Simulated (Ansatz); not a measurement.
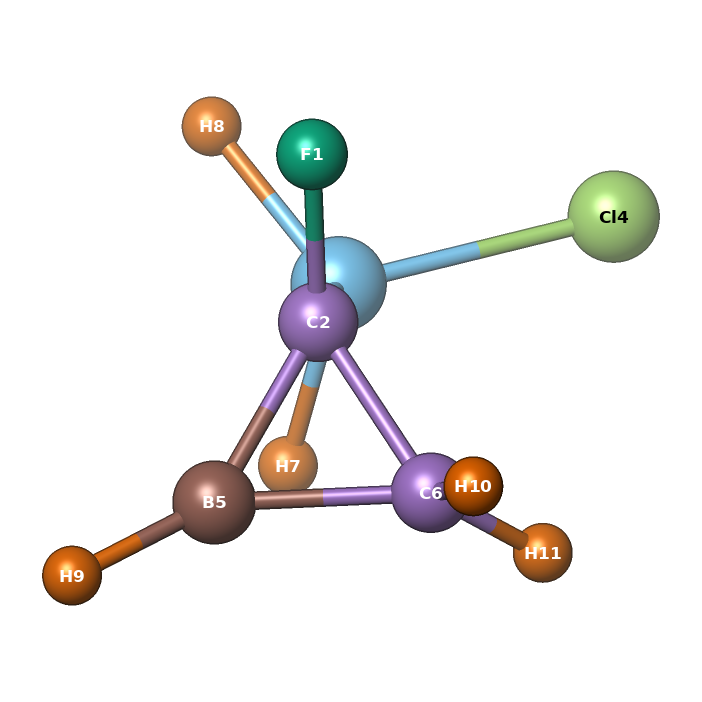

Si3 lies behind C2. The molecule seen nearly along the C2–Si3 bond, C2 in front. Distant atoms are faded towards the background colour. Computed geometry: PBE0-D4/def2-TZVP optimisation. No frequency run is at hand to confirm it as a minimum.

Q: What is the torsion angle F1–C2–Si3–Cl4? The sign is positive where the front bond must turn clockwise to cover the back bond.

A: 78°, synclinal (gauche). The bonds about C2–Si3 are eclipsed.
